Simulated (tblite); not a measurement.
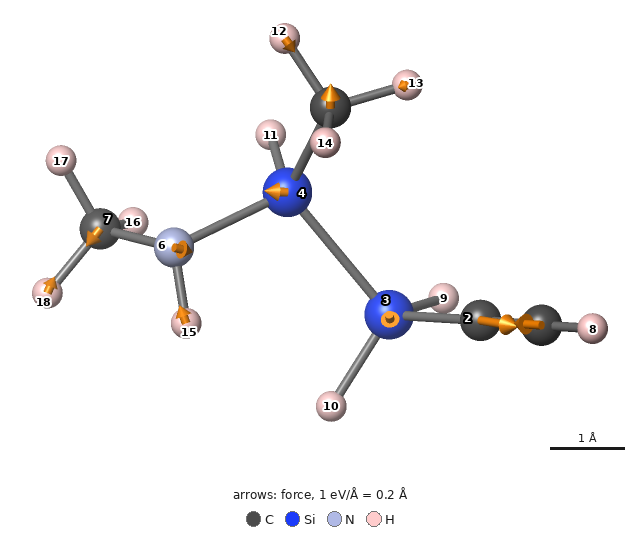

Starting geometry of C$_{4}$H$_{11}$NSi$_{2}$ with the computed forces as orange arrows. Style: ball-and-stick. Shown at a tilt.

All numbers below come from tblite 0.8.0, GFN2-xTB geometry optimisation, gas phase. 

**Is this structure relaxed? If not, where do the atoms go?**

It isn't relaxed: the largest force vector, on a C atom, is 3.79 eV/Å. The final displacements have little in common with the starting forces (cosine between the two patterns 0.18). Over 213 geometry steps the energy falls by 0.784 eV. An H atom moves most after the best rigid fit: 1.75 Å. By element the largest moves are H 1.75 Å, N 0.72 Å, C 0.36 Å, Si 0.23 Å. Some distances before and after: Si–Si 2.217 → 2.326 Å, N–Si 1.810 → 1.727 Å, C–Si 1.801 → 1.854 Å, C–Si 1.849 → 1.898 Å. Bond angles that change, for instance: Si–N–C 107.2° → 122.3°, Si–N–H 107.5° → 118.3°, Si–Si–N 106.7° → 115.5°.
